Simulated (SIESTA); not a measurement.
Band structure of AlNi (Pm-3m, 2 atoms in the cell).

```
CELL_PARAMETERS angstrom
      2.85971     0.00000     0.00000
      0.00000     2.85971     0.00000
      0.00000     0.00000     2.85971
ATOMIC_POSITIONS crystal
  Al 0.50000 0.50000 0.50000
  Ni 0.00000 0.00000 0.00000
```

Level of theory: GGA PBE, numerical atomic orbitals DZP, PseudoDojo PBE standard norm-conserving potentials (rewritten from UPF to PSML) in SIESTA.

Settings: XC.functional = GGA; XC.authors = PBE; potentials = PseudoDojo PBE standard; PAO.BasisSize = DZP; PAO.EnergyShift = 0.005 Ry; MeshCutoff = 300 Ry; kgrid.MonkhorstPack = 15 15 15; OccupationFunction = MP; OccupationMPOrder = 0; ElectronicTemperature = 136 meV; MaxSCFIterations = 150; SCF.Mixer.Method = Pulay; SCF.Mixer.Weight = 0.25; SCF.Mixer.History = 6.

The starting cell comes from a database of computed structures (which also holds hypothetical and non-ambient phases and stackings), without a prior relaxation at this level. Spin polarisation is off. Values carry the incompleteness of an atom-centred basis.

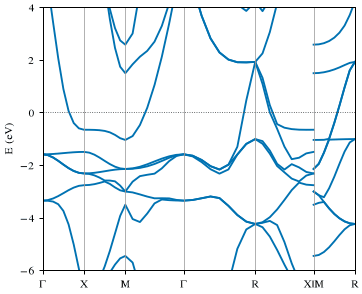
Figure: Bands along the path, energies from the Fermi level.

Levels in eV from the Fermi level, bands 7 to 12:
| point | 7 | 8 | 9 | 10 | 11 | 12 |
|---|---|---|---|---|---|---|
| Γ | -3.35 | -1.59 | -1.59 | -1.59 | 5.69 | 5.69 |
| X | -2.77 | -2.32 | -2.32 | -1.50 | -0.66 | 8.50 |
| M | -3.01 | -3.01 | -2.15 | -2.15 | -1.05 | 1.49 |
| R | -4.24 | -1.01 | -1.01 | 1.92 | 1.92 | 1.92 |

Bands cross the Fermi level along this path, so the cell is metallic at this level.

Higher empty bands are left out: an atom-centred basis made for the valence describes them poorly.
